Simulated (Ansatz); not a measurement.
**What a change does: single-point calculation on Si$_{2}$H$_{6}$O$_{3}$**

System: Si$_{2}$H$_{6}$O$_{3}$, SMILES O[SiH2][SiH](O)O.
Method of run 1: RHF/def2-SVP (Ansatz 0.2.0).

Text and figures count atoms from 1; the logs count them from 0 in places.

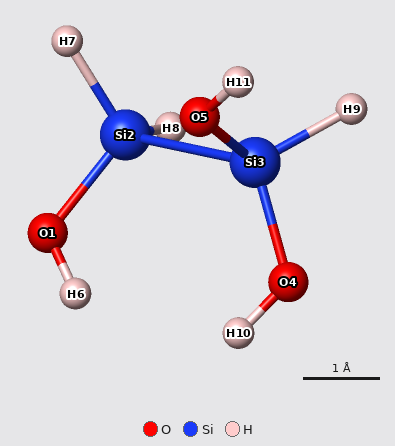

Figure 1. The input geometry (ball-and-stick view, seen at a tilt; atoms are numbered from 1 in the order of the input). Bond lengths as drawn: H–O 0.94 to 0.95 Å, H–Si 1.48 to 1.49 Å, O–Si 1.65 to 1.66 Å and Si–Si 2.36 Å.

Input file, run 1:
```yaml
crystal:
  periodic: [false, false, false]
  atoms:
    - { symbol: O, position_ang: [-0.602371, 1.976535, 1.08279] }
    - { symbol: Si, position_ang: [0.620899, 1.356504, 0.152466] }
    - { symbol: Si, position_ang: [0.236959, -0.971672, 0.024578] }
    - { symbol: O, position_ang: [-1.35674, -1.397788, -0.045628] }
    - { symbol: O, position_ang: [0.95066, -1.464877, 1.442383] }
    - { symbol: H, position_ang: [-1.405239, 1.477116, 1.117146] }
    - { symbol: H, position_ang: [1.914409, 1.706907, 0.776444] }
    - { symbol: H, position_ang: [0.611708, 1.936497, -1.216615] }
    - { symbol: H, position_ang: [0.852127, -1.670068, -1.121195] }
    - { symbol: H, position_ang: [-1.984401, -0.994556, 0.53308] }
    - { symbol: H, position_ang: [1.413551, -2.28801, 1.484556] }
basis:
  gaussian: { orbitals: def2-SVP }
hamiltonian:
  xc: hf
output:
  forces: true
```

Command:
```bash
ansatz run input.yaml --threads 1 --pin off --max-ram 2560MiB --backend cpu --events-out ev --progress --plain --runs-dir out
```

Hardware: 1 thread of Intel Xeon @ 2.50GHz (Skylake/Cascade Lake), 189 GiB of memory available, shared host.

Output (run 1):
```
Engine: ansatz 0.2.0, x86_64-unknown-linux-gnu
Functional definition: HF
  exchange = exact_x
  correlation = 0
1030 factors; integrals over basis functions are off by at most 1.1e-3 eV
mean field evaluation 1: about -21918.7516 eV, gradient 5.3e1 eV
mean field evaluation 2: about -21918.7535 eV, gradient 5.3e1 eV
mean field evaluation 4: about -21924.1680 eV, gradient 3.2e0 eV
mean field evaluation 8: about -21924.2077 eV, gradient 2.1e-1 eV
mean field -21924.20779878 eV, -805.6997758434 hartree, gradient 9.2e-6 eV, S^2 0.000000; 0 other end points of the search recorded, 0 dependent functions left out
the calculation of the forces begins
reference -21924.20779878 eV, -805.6997758434 hartree; 29, 29 occupied and 79, 79 virtual orbitals, 1030 factors
Total energy: -21924.20779878 eV, -805.6997758434 hartree
Atom 0 at    -0.602371     1.976535     1.082790 Å, force    -0.360761     0.026897     0.168734 eV/Å
Atom 1 at     0.620899     1.356504     0.152466 Å, force    -0.090734    -0.106443    -0.465321 eV/Å
Atom 2 at     0.236959    -0.971672     0.024578 Å, force     0.592404    -0.072154     0.324562 eV/Å
Atom 3 at    -1.356740    -1.397788    -0.045628 Å, force    -0.099905     0.231491     0.023823 eV/Å
Atom 4 at     0.950660    -1.464877     1.442383 Å, force     0.030046    -0.228408    -0.213225 eV/Å
Atom 5 at    -1.405239     1.477116     1.117146 Å, force     0.112167     0.314429     0.047052 eV/Å
Atom 6 at     1.914409     1.706907     0.776444 Å, force    -0.039824    -0.104325     0.001917 eV/Å
Atom 7 at     0.611708     1.936497    -1.216615 Å, force    -0.003130     0.105180     0.052693 eV/Å
Atom 8 at     0.852127    -1.670068    -1.121195 Å, force     0.021819     0.007286    -0.016039 eV/Å
Atom 9 at    -1.984401    -0.994556     0.533080 Å, force    -0.012145    -0.159427     0.003512 eV/Å
Atom 10 at     1.413551    -2.288010     1.484556 Å, force    -0.149937    -0.014526     0.072293 eV/Å
Dipole moment:    -0.088383    -0.325405    -0.001208 e Å
```

For run 2 the input was changed thus:
```diff
-    - { symbol: O, position_ang: [-1.35674, -1.397788, -0.045628] }
-    - { symbol: O, position_ang: [0.95066, -1.464877, 1.442383] }
+    - { symbol: O, position_ang: [-0.376001, -1.639195, 1.404822] }
+    - { symbol: O, position_ang: [1.778463, -1.506053, -0.293215] }
-    - { symbol: H, position_ang: [0.852127, -1.670068, -1.121195] }
-    - { symbol: H, position_ang: [-1.984401, -0.994556, 0.53308] }
-    - { symbol: H, position_ang: [1.413551, -2.28801, 1.484556] }
+    - { symbol: H, position_ang: [-0.683583, -1.421377, -1.038132] }
+    - { symbol: H, position_ang: [-0.011791, -1.413967, 2.246297] }
+    - { symbol: H, position_ang: [2.440723, -1.486462, 0.381041] }
```

What does this change do to the results?

With the same method and basis, run 2 lies 1.0 kcal/mol higher. The largest force goes from 0.679 to 0.779 eV/Å.

Output (run 2):
```
Engine: ansatz 0.2.0, x86_64-unknown-linux-gnu
Functional definition: HF
  exchange = exact_x
  correlation = 0
1029 factors; integrals over basis functions are off by at most 1.1e-3 eV
mean field evaluation 1: about -21918.7635 eV, gradient 5.3e1 eV
mean field evaluation 2: about -21918.7654 eV, gradient 5.3e1 eV
mean field evaluation 4: about -21924.1272 eV, gradient 3.1e0 eV
mean field evaluation 8: about -21924.1655 eV, gradient 1.9e-1 eV
mean field -21924.16564778 eV, -805.6982268227 hartree, gradient 2.6e-5 eV, S^2 0.000000; 0 other end points of the search recorded, 0 dependent functions left out
the calculation of the forces begins
reference -21924.16564778 eV, -805.6982268227 hartree; 29, 29 occupied and 79, 79 virtual orbitals, 1029 factors
Total energy: -21924.16564778 eV, -805.6982268227 hartree
Atom 0 at    -0.602371     1.976535     1.082790 Å, force    -0.263529     0.272440     0.220706 eV/Å
Atom 1 at     0.620899     1.356504     0.152466 Å, force    -0.575898    -0.115312    -0.199034 eV/Å
Atom 2 at     0.236959    -0.971672     0.024578 Å, force     0.769363    -0.042543    -0.114165 eV/Å
Atom 3 at    -0.376001    -1.639195     1.404822 Å, force    -0.050503     0.161398     0.121338 eV/Å
Atom 4 at     1.778463    -1.506053    -0.293215 Å, force    -0.147873    -0.453523    -0.104709 eV/Å
Atom 5 at    -1.405239     1.477116     1.117146 Å, force     0.083051     0.198827     0.051493 eV/Å
Atom 6 at     1.914409     1.706907     0.776444 Å, force     0.022311    -0.089755     0.062398 eV/Å
Atom 7 at     0.611708     1.936497    -1.216615 Å, force     0.069537     0.010074     0.051744 eV/Å
Atom 8 at    -0.683583    -1.421377    -1.038132 Å, force     0.196401     0.070915    -0.003127 eV/Å
Atom 9 at    -0.011791    -1.413967     2.246297 Å, force    -0.050109    -0.023856     0.019110 eV/Å
Atom 10 at     2.440723    -1.486462     0.381041 Å, force    -0.052750     0.011335    -0.105754 eV/Å
Dipole moment:     0.106919    -0.070810     0.336137 e Å
```

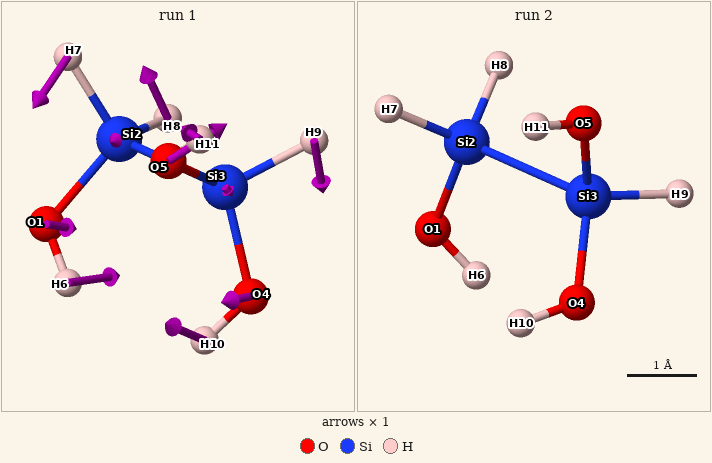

Figure 2. The two input geometries at one scale (ball-and-stick view, seen at a tilt). The pink arrows on the first give the shifts of the atoms after the best rigid fit, at true length. The atom that moves furthest after the best rigid fit is H6 (1.20 Å). Largest moves by element: H 1.20 Å, O 1.05 Å, Si 0.24 Å.

The two runs side by side:

| quantity | run 1 | run 2 |
| --- | --- | --- |
| outcome | converged | converged |
| total energy (hartree) | −805.699776 | −805.698227 |
| largest force (eV/Å) | 0.679 | 0.779 |
| basis functions | 108 | 108 |
| wall time (shared host) | 5.4 s | 5.2 s |
